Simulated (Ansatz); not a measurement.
HfSnO3: response to strain

The reference is HfSnO₃ (space group R-3, No. 148; a = 5.392 Å, c = 20.644 Å (hexagonal axes); a cell from a computed database, its experimental status unchecked; layered, stacked along the Cartesian z axis).

Strains are applied to the cell and any free atomic positions relax.

Method: PBEsol, PAW, 420 eV (Ansatz, a quantum-chemistry and plane-wave program; without spin-orbit coupling).

Notes on the quantities. pressure: mean of the normal stresses, compression positive.

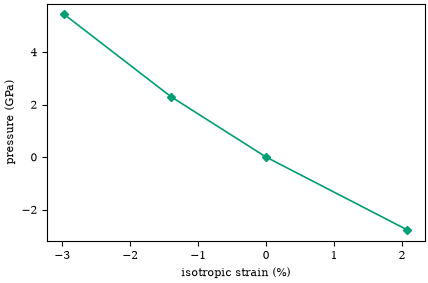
Pressure against isotropic strain

Task: From the plot, what is the pressure for isotropic strain −1.40 %?

Result: About 2.3 GPa.

Task: Is the trend monotonic over the range shown?

Result: Yes, it falls throughout, spanning -2.78 GPa to 5.43 GPa.

No phonon test of stability was made. No dispersion term is included in the PBEsol runs.
